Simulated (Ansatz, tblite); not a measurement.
# Si(vinyl)3(NEt2) (C10H19NSi): spin-state energies by level

Aim: set other spin states of Si(vinyl)3(NEt2) (C10H19NSi) against its singlet, on many levels of theory.

Method: as each input shows; program: Ansatz 0.2.0, Gaussian basis.

Levels to be run: triplet, at the geometry of the singlet (GFN1-xTB, GFN2-xTB, PBE0-D4/def2-TZVP, PBE-D4/def2-TZVP, r2SCAN-D4/def2-TZVP); the singlet's energies come from earlier runs.

**1. The geometry**

The geometry is that of the singlet, from an earlier relaxation (r2SCAN-D4/def2-SVP).

31 atoms, charge 0, spin multiplicity 1.

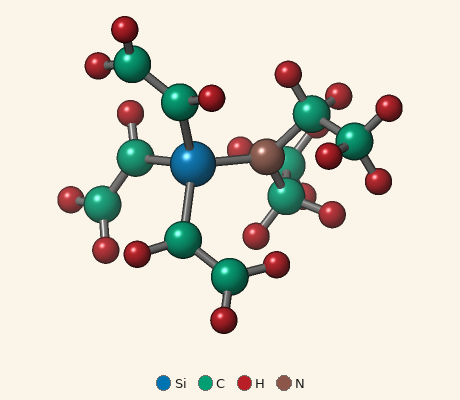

The geometry (silicon blue, carbon teal, hydrogen red, nitrogen brown).

Geometry (Å):

```xyz
31

Si    0.51451    0.64370    0.47928
C     0.96064    0.16603    2.23556
C     2.20369    0.23381    2.73896
H     0.15238   -0.13704    2.91893
H     3.05909    0.54083    2.12388
H     2.42736   -0.01416    3.78426
C     2.07544    1.01390   -0.49356
C     2.25651    2.10786   -1.25205
H     2.87805    0.25943   -0.48920
H     1.49292    2.89372   -1.31864
H     3.16431    2.26873   -1.84766
C    -0.54374    2.19746    0.51899
C    -1.86210    2.19117    0.26363
H    -0.08013    3.15467    0.80333
H    -2.37830    1.26446   -0.02051
H    -2.48026    3.09601    0.32275
N    -0.36424   -0.67449   -0.24839
C    -0.72275   -0.60569   -1.66083
C     0.17548   -1.44529   -2.56724
C    -0.80290   -1.86639    0.46252
C    -2.23801   -1.77914    0.98121
H    -0.67917    0.44946   -1.98630
H    -1.78043   -0.91060   -1.79597
H     1.21745   -1.09376   -2.50652
H     0.15886   -2.50886   -2.27981
H    -0.15209   -1.37888   -3.61775
H    -0.70260   -2.74731   -0.20068
H    -0.11843   -2.05771    1.30700
H    -2.33958   -0.95939    1.71128
H    -2.94848   -1.58478    0.16108
H    -2.54344   -2.71776    1.47244
```

**2. Triplet at the fixed geometry, GFN1-xTB**

Tight binding, by tblite at 300 K electronic temperature and without a spin-polarisation term:

```python
tblite.interface.Calculator('GFN1-xTB', numbers, positions, charge=0, uhf=2).singlepoint()
```

Energy -985.5559 eV; 0.056 s.

**3. Triplet at the fixed geometry, GFN2-xTB**

Tight binding, by tblite at 300 K electronic temperature and without a spin-polarisation term:

```python
tblite.interface.Calculator('GFN2-xTB', numbers, positions, charge=0, uhf=2).singlepoint()
```

Energy -966.0931 eV; 0.035 s.

**4. Triplet at the fixed geometry, PBE0-D4/def2-TZVP**

The input, in.yaml:

```yaml
crystal:
  periodic: [false, false, false]
  atoms:
    - {symbol: Si, position_ang: [0.514506, 0.643702, 0.479282]}
    - {symbol: C, position_ang: [0.960640, 0.166030, 2.235556]}
    - {symbol: C, position_ang: [2.203694, 0.233812, 2.738962]}
    - {symbol: H, position_ang: [0.152382, -0.137039, 2.918927]}
    - {symbol: H, position_ang: [3.059085, 0.540835, 2.123878]}
    - {symbol: H, position_ang: [2.427360, -0.014160, 3.784256]}
    - {symbol: C, position_ang: [2.075437, 1.013902, -0.493565]}
    - {symbol: C, position_ang: [2.256511, 2.107863, -1.252047]}
    - {symbol: H, position_ang: [2.878054, 0.259428, -0.489197]}
    - {symbol: H, position_ang: [1.492919, 2.893725, -1.318644]}
    - {symbol: H, position_ang: [3.164310, 2.268729, -1.847665]}
    - {symbol: C, position_ang: [-0.543740, 2.197463, 0.518992]}
    - {symbol: C, position_ang: [-1.862102, 2.191169, 0.263629]}
    - {symbol: H, position_ang: [-0.080133, 3.154671, 0.803332]}
    - {symbol: H, position_ang: [-2.378298, 1.264460, -0.020511]}
    - {symbol: H, position_ang: [-2.480259, 3.096008, 0.322751]}
    - {symbol: N, position_ang: [-0.364241, -0.674487, -0.248389]}
    - {symbol: C, position_ang: [-0.722748, -0.605694, -1.660828]}
    - {symbol: C, position_ang: [0.175478, -1.445294, -2.567239]}
    - {symbol: C, position_ang: [-0.802905, -1.866388, 0.462521]}
    - {symbol: C, position_ang: [-2.238009, -1.779145, 0.981214]}
    - {symbol: H, position_ang: [-0.679169, 0.449458, -1.986301]}
    - {symbol: H, position_ang: [-1.780434, -0.910602, -1.795967]}
    - {symbol: H, position_ang: [1.217449, -1.093760, -2.506520]}
    - {symbol: H, position_ang: [0.158864, -2.508862, -2.279812]}
    - {symbol: H, position_ang: [-0.152092, -1.378875, -3.617754]}
    - {symbol: H, position_ang: [-0.702602, -2.747314, -0.200676]}
    - {symbol: H, position_ang: [-0.118433, -2.057708, 1.306997]}
    - {symbol: H, position_ang: [-2.339576, -0.959390, 1.711284]}
    - {symbol: H, position_ang: [-2.948485, -1.584776, 0.161077]}
    - {symbol: H, position_ang: [-2.543443, -2.717762, 1.472437]}
basis:
  gaussian: {orbitals: def2-TZVP, fitting: {mean_field: def2-universal-jkfit}}
magnetization: {spin_polarized: true, initial_magnetization: 2}
hamiltonian: {xc: pbe0, dispersion: d4}
scf: {omitted_lower_state_checks: [starts]}
output: {orbitals: {seedname: orbitals}}
```

The run is started by

```sh
$ ansatz run in.yaml --threads 2 --pin off --events-out ev --progress --plain --max-ram 20480MiB --backend cuda --devices 0, --max-vram 18GiB
```

Log:

```text
Functional definition: PBE0
  name "PBE0"
  cite "Adamo & Barone, J. Chem. Phys. 110, 6158 (1999) doi:10.1063/1.478522"
  cite "Perdew, Burke & Ernzerhof, Phys. Rev. Lett. 77, 3865 (1996) doi:10.1103/PhysRevLett.77.3865"
  parent pbe
  parameter a = 0.25
  parameter kappa = 0.804
  parameter beta = 0.06672455060314922
  exchange = (1 - a)*pbe_x(kappa = kappa, mu = beta*pi^2/3) + a*exact_x
  correlation = pbe_c(beta = beta)
these checks for a lower state are left out or cut short: starts
1297 factors; integrals over basis functions are off by at most 3.9e-1 eV
mean field evaluation 1: about -20003.9380 eV, gradient 7.2e1 eV
mean field evaluation 2: about -19979.9064 eV, gradient 8.9e1 eV
mean field evaluation 4: about -20028.0769 eV, gradient 8.8e0 eV
mean field evaluation 8: about -20028.6757 eV, gradient 5.6e-1 eV
mean field evaluation 16: about -20028.7019 eV, gradient 1.1e-1 eV
mean field evaluation 32: about -20029.0852 eV, gradient 1.2e-1 eV
mean field -20029.08556426 eV, -736.0553182848 hartree, gradient 1.9e-5 eV, S^2 2.009202; 0 other end points of the search recorded, 0 dependent functions left out
reference -20029.08561588 eV, -736.0553201817 hartree; 51, 49 occupied and 441, 443 virtual orbitals, 1297 factors
Total energy: -20029.92162053 eV, -736.0860427858 hartree
Checks for a lower state left out: starts
```

It took 14 s on 1 × H100 (card shared with other runs) with 2 threads of AMD EPYC 7R13, shared host; peak host memory 1.1 GiB.

Report: HOMO -3.50 eV, LUMO -4.18 eV (over both spins; with the spin held, an empty level of the minority spin lies below the top filled one); ⟨S²⟩ 2.009 (pure: 2.00).

**5. Triplet at the fixed geometry, PBE-D4/def2-TZVP**

start.molden holds the orbitals of an earlier run on this state, given as this run's starting guess.

Edit in.yaml of step 4 so:

```diff
@@ -35,5 +35,5 @@
 basis:
-  gaussian: {orbitals: def2-TZVP, fitting: {mean_field: def2-universal-jkfit}}
+  gaussian: {orbitals: def2-TZVP, fitting: {mean_field: def2-universal-jkfit}, initial_orbitals: start.molden}
 magnetization: {spin_polarized: true, initial_magnetization: 2}
-hamiltonian: {xc: pbe0, dispersion: d4}
+hamiltonian: {xc: pbe, dispersion: d4}
 scf: {omitted_lower_state_checks: [starts]}
```

Launched as before.

Log:

```text
Functional definition: PBE
  name "PBE"
  cite "Perdew, Burke & Ernzerhof, Phys. Rev. Lett. 77, 3865 (1996) doi:10.1103/PhysRevLett.77.3865"
  parent pbe
  parameter kappa = 0.804
  parameter beta = 0.06672455060314922
  exchange = pbe_x(kappa = kappa, mu = beta*pi^2/3)
  correlation = pbe_c(beta = beta)
these checks for a lower state are left out or cut short: starts
1297 factors; integrals over basis functions are off by at most 3.9e-1 eV
mean field evaluation 1: about -20026.2425 eV, gradient 1.0e1 eV
mean field evaluation 2: about -20026.6031 eV, gradient 1.1e0 eV
mean field evaluation 4: about -20026.7287 eV, gradient 3.4e-1 eV
mean field evaluation 8: about -20026.7508 eV, gradient 1.9e-1 eV
mean field evaluation 16: about -20026.7543 eV, gradient 2.3e-5 eV
mean field -20026.75429029 eV, -735.9696455467 hartree, gradient 5.6e-6 eV, S^2 2.004932; 0 other end points of the search recorded, 0 dependent functions left out
reference -20026.75436009 eV, -735.9696481118 hartree; 51, 49 occupied and 441, 443 virtual orbitals, 1297 factors
Total energy: -20027.71309252 eV, -736.0048808786 hartree
Checks for a lower state left out: starts
```

It took 11 s on 1 × H100 (card shared with other runs) with 2 threads of AMD EPYC 7R13, shared host; peak host memory 1.1 GiB.

From the report: HOMO -1.52 eV, LUMO -5.60 eV (over both spins; with the spin held, an empty level of the minority spin lies below the top filled one); ⟨S²⟩ 2.005 (pure: 2.00).

**6. Triplet at the fixed geometry, r2SCAN-D4/def2-TZVP**

Edit in.yaml of step 5 so:

```diff
@@ -37,3 +37,3 @@
 magnetization: {spin_polarized: true, initial_magnetization: 2}
-hamiltonian: {xc: pbe, dispersion: d4}
+hamiltonian: {xc: r2scan, dispersion: d4}
 scf: {omitted_lower_state_checks: [starts]}
```

Launched as before.

Log:

```text
Functional definition: r2SCAN
  name "r2SCAN"
  cite "Furness, Kaplan, Ning, Perdew & Sun, J. Phys. Chem. Lett. 11, 8208 (2020) doi:10.1021/acs.jpclett.0c02405"
  cite "Furness, Kaplan, Ning, Perdew & Sun, J. Phys. Chem. Lett. 11, 9248 (2020) doi:10.1021/acs.jpclett.0c03077"
  parent r2scan
  parameter k0 = 0.174
  parameter k1 = 0.065
  parameter a1 = 4.9479
  exchange = r2scan_x(k0 = k0, k1 = k1, a1 = a1)
  correlation = r2scan_c
these checks for a lower state are left out or cut short: starts
1297 factors; integrals over basis functions are off by at most 3.9e-1 eV
mean field evaluation 1: about -20039.3115 eV, gradient 5.8e0 eV
mean field evaluation 2: about -20039.4313 eV, gradient 3.6e-1 eV
mean field evaluation 4: about -20039.4577 eV, gradient 1.4e-1 eV
mean field evaluation 8: about -20039.4580 eV, gradient 1.6e-5 eV
mean field -20039.45796978 eV, -736.4364971568 hartree, gradient 3.2e-5 eV, S^2 2.012332; 0 other end points of the search recorded, 0 dependent functions left out
reference -20039.45799274 eV, -736.4364980007 hartree; 51, 49 occupied and 441, 443 virtual orbitals, 1297 factors
Total energy: -20039.74655661 eV, -736.4471025275 hartree
Checks for a lower state left out: starts
```

It took 4.6 s on 1 × H100 (card shared with other runs) with 2 threads of AMD EPYC 7R13, shared host; peak host memory 1.2 GiB.

Report: HOMO -2.29 eV, LUMO -4.77 eV (over both spins; with the spin held, an empty level of the minority spin lies below the top filled one); ⟨S²⟩ 2.012 (pure: 2.00).

**7. Triplet less singlet, vertical**

The singlet's energies are those of its earlier runs, whose logs aren't repeated here.

```tsv
level	triplet less singlet, vertical (kJ/mol)	time
GFN1-xTB	+358.6	0.088 s
GFN2-xTB	+352.2	0.059 s
PBE-D4/def2-TZVP	+370.4	14 s
r2SCAN-D4/def2-TZVP	+369.1	9.2 s
PBE0-D4/def2-TZVP	+387.3	18 s
```

Times add the two runs; a level without a time comes out of a correlated run. Tight binding without a spin term can't rank spin states.

**8. Summary of results**

| quantity | value |
| --- | --- |
| triplet less singlet, vertical, functionals in def2-TZVP | +369.1 (r2SCAN-D4) to +387.3 kJ/mol (PBE0-D4) |

**Reading.** All functionals put the triplet above the singlet, over a spread of 18.2 kJ/mol. The checks for a lower triplet were left out, so another state of that spin may lie lower. These are electronic energies, without zero-point motion, entropy or surroundings.
